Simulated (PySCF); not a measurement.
# N$_{4}$, SMILES `N#N.N#N`: electronic structure

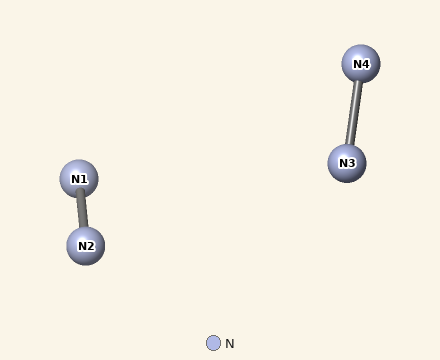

The molecule, with its atoms numbered as below. The pair's geometry is semi-empirical, so its contact may be too short or too long.

Geometry (Å), atoms numbered from 1:

```
N1      -1.8166    0.5348   -0.0946
N2      -1.5963   -0.5214    0.1109
N3       1.5492   -0.5223   -0.1132
N4       1.8637    0.5088    0.0969
```

### 1. Bonding charge

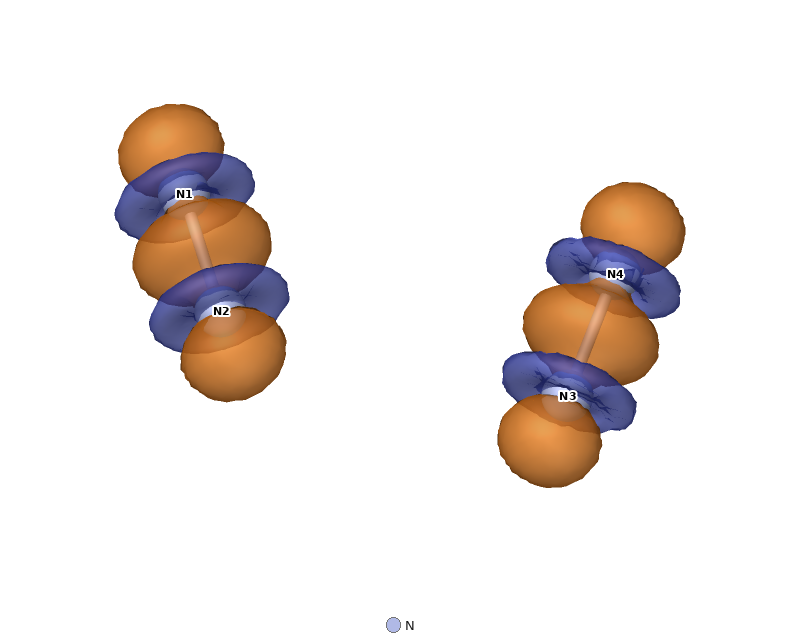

Deformation density (molecule less spherical, spin-averaged free atoms at the same positions), surfaces at ±0.15 e/Å³; orange: gain, blue: loss.

Level of theory: CAM-B3LYP/6-311G** (PySCF), at a geometry from GFN2-xTB.

How much density has each bond gained at its critical point, relative to the free atoms?

Answer. N1–N2: +1.19 e/Å³ at the bond critical point (bond length 1.10 Å, Mayer order 2.8). N3–N4: +1.19 e/Å³ at the bond critical point (bond length 1.10 Å, Mayer order 2.8). In all, 1.1 electrons gather in the regions of gain relative to the promolecule.

Where do the Hirshfeld charges lie?

Answer. The highest Hirshfeld charge is on N2 (0.00 e), the lowest on N1 (0.00 e).

```json
{"atom": "N1", "charge (e)": "0.00"}
{"atom": "N2", "charge (e)": "0.00"}
{"atom": "N3", "charge (e)": "0.00"}
{"atom": "N4", "charge (e)": "0.00"}
```

### 2. Bond critical points

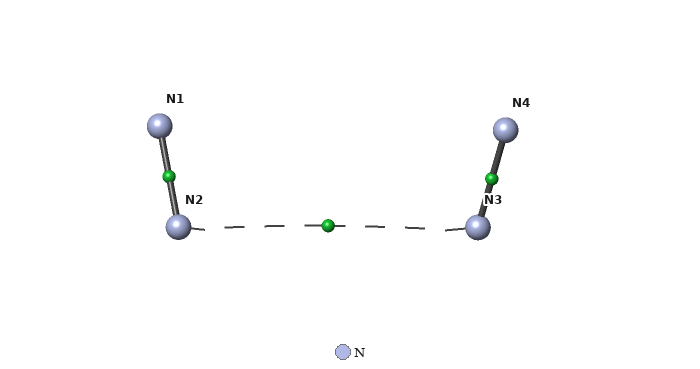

Molecular graph of the electron density (QTAIM): bond paths, bond critical points (green), ring points (magenta, if any); weak paths are dashed.

How many critical points of each kind are there, and does the count close?

Answer. 4 nuclei, 3 bond, 0 ring and 0 cage critical points: 4 − 3 + 0 − 0 = 1, as the Poincaré–Hopf relation requires.

Give the properties at the bond critical points.

Answer.
```csv
bond,length (Å),ρ (a.u.),∇²ρ (a.u.),ε,H (a.u.)
N1–N2,1.098,0.679,−2.56,0.00,−1.222
N3–N4,1.098,0.679,−2.56,0.00,−1.221
N2–N3,3.154,0.005,+0.02,0.30,+0.001
```

What kind of interaction is N2–N3?

Answer. Closed-shell (ionic, hydrogen-bonded or van der Waals): ρ = 0.005, ∇²ρ = +0.02, H = +0.001 a.u.

Are there bond paths between atoms that aren't covalently bonded?

Answer. Yes: N2–N3 (3.15 Å, ρ = 0.005).

### 3. Local ionisation energy

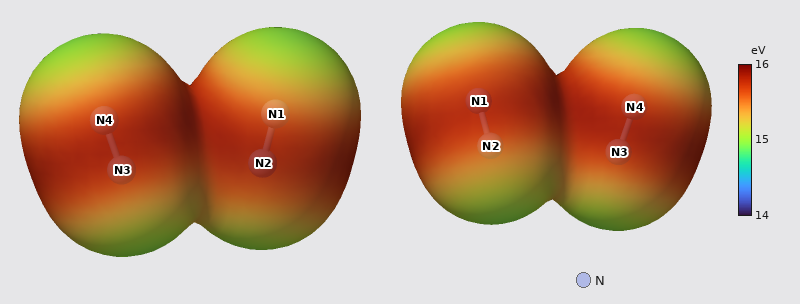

Average local ionisation energy on the surface of electron density 0.001 a.u. (back view left, front view right).

Where are the most loosely bound electrons on this surface?

Answer. The lowest value is 15.0 eV, 1.8 Å from N1, and at like points elsewhere. Further minima include 15.0 eV, 1.8 Å from N2; 15.0 eV, 1.8 Å from N3. For comparison, the highest occupied orbital lies at −13.6 eV.
